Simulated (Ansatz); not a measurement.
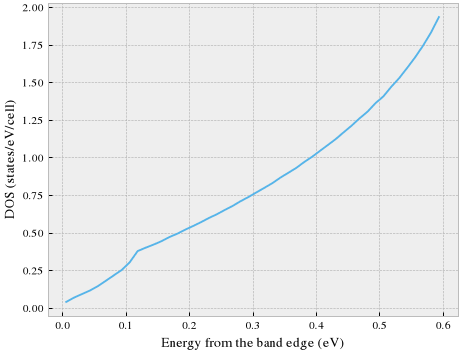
Density of states of BaCd2P2 (P-3m1) below the valence band maximum, PBEsol, rigid bands (Ansatz, a program for electronic structure); cell volume 123.4 Å³.

What effective density of states at 300 K does this give (∫ g(E) exp(−E/k_BT) dE, both spins, divided by the cell's size)?

1.8e19 cm⁻³, a density-of-states mass of 0.79 mₑ, valleys and band degeneracy included.

Spin-orbit coupling is left out; where it splits the top of the valence band, N_v and the p-type Seebeck coefficient come out somewhat high without it. Geometry: cell and atoms relaxed with PBEsol.

Computed structure with no diffraction record at hand here (it may be known, metastable or hypothetical): BaCd2P2 (P-3m1).
